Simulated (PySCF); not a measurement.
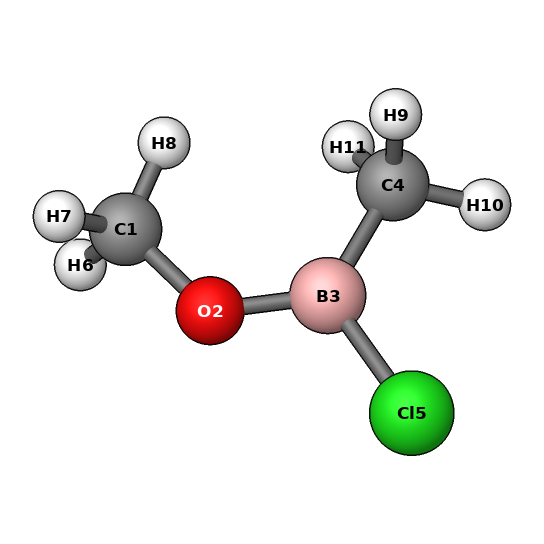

The geometry was computed by an optimisation with PBE0-D3(BJ)/def2-SVP. No frequency run is at hand to confirm it as a minimum. Properties computed with GIAO HF/pcSseg-2 NMR shielding, non-relativistic, gas phase (PySCF 2.14.0). Principal shieldings σ11 ≤ σ22 ≤ σ33, span Ω = σ33 − σ11, skew κ = 3(σiso − σ22)/Ω.

Give the shielding tensors of the Cl atoms.

| atom | σ11 | σ22 | σ33 | σiso | Ω | κ |
| --- | --- | --- | --- | --- | --- | --- |
| Cl5 | 646.5 | 882.5 | 1018.8 | 849.3 | 372.3 | −0.27 |

Shieldings and span in ppm.
